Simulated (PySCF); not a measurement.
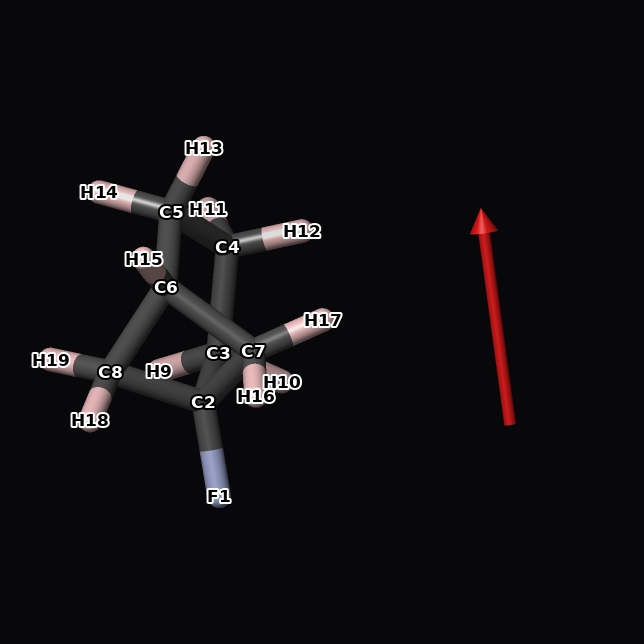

The arrow beside the molecule shows the direction of the dipole moment, from the negative to the positive end (its length means nothing). The computed structure is the end point of a PBE0-D3(BJ)/def2-SVP optimisation. No frequency run is at hand to confirm it as a minimum. Level of theory: CAM-B3LYP/def2-SVPD, gas phase (PySCF 2.14.0).

Q: How large is the dipole moment?

A: 2.15 D; it points from the side of F1 to the side of H13 (the outermost atoms at the two ends).
